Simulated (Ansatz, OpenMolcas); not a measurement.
Computed against measured: dipole moment

6 molecules with nitrogen; the dipole moment in D, computed less measured. Shapes, held fixed at every level: PBE0-D4/def2-TZVP. No vibrational averaging. Dipoles are compared by magnitude; molecules under 1 D, whose direction can flip, are left out. Programs: Ansatz 0.2.0, OpenMolcas 26.06. Measured values: NIST CCCBDB.

Levels: A = HF/3-21G; B = PBE-D4/def2-TZVPP; C = B3LYP/6-31G* (Cartesian functions); D = wB97M-V/def2-TZVPP.

| molecule | measured | A | B | C | D |
| --- | --- | --- | --- | --- | --- |
| CH3N (SMILES C=N) | 2.00 | +0.29 | -0.11 | -0.05 | +0.01 |
| C2F3N (SMILES N#CC(F)(F)F) | 1.33 | -0.54 | +0.15 | +0.15 | +0.07 |
| C2H3N (isocyanomethane) | 3.85 | -0.36 | +0.12 | -0.21 | -0.04 |
| C2H3N (acetonitrile) | 3.92 | -0.03 | +0.02 | -0.13 | +0.08 |
| C3H3NO (oxazole) | 1.50 | +0.10 | +0.06 | +0.05 | +0.07 |
| C3H5N (SMILES CCC#N) | 4.02 | -0.04 | +0.01 | -0.14 | +0.08 |

Which level does best on this set, which worst, and which err to one side?


| level | kind | mean error | mean absolute error | worst case |
| --- | --- | --- | --- | --- |
| HF/3-21G | Hartree–Fock | -0.097 | 0.227 | C2F3N |
| PBE-D4/def2-TZVPP | GGA | +0.042 | 0.078 | C2F3N |
| B3LYP/6-31G* (Cartesian functions) | global hybrid | -0.055 | 0.122 | C2H3N (isocyanomethane) |
| wB97M-V/def2-TZVPP | range-separated hybrid | +0.045 | 0.058 | C2H3N (acetonitrile) |

On this set wB97M-V/def2-TZVPP has the smallest mean absolute error and HF/3-21G the largest. HF/3-21G is too low in 4 of 6; PBE-D4/def2-TZVPP is too high in 5 of 6; B3LYP/6-31G* (Cartesian functions) is too low in 4 of 6; wB97M-V/def2-TZVPP is too high in 5 of 6. The tabulated value of C2F3N is in doubt (older tables, estimates, or at odds with other calculations) and kept here. Over the 5 molecules whose values aren't doubted the mean absolute errors are A 0.164; B 0.064; C 0.116; D 0.056. The smallest two are near a tie. The set is small.

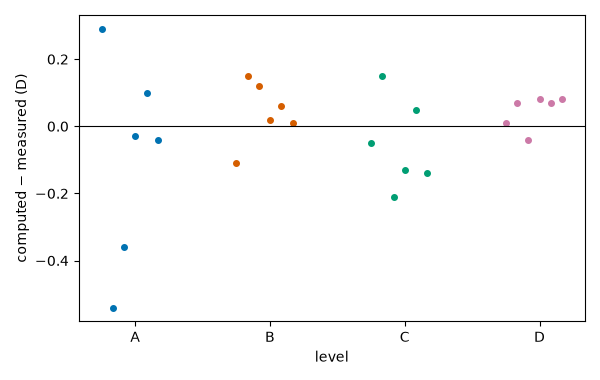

Errors of each level, one point a molecule.
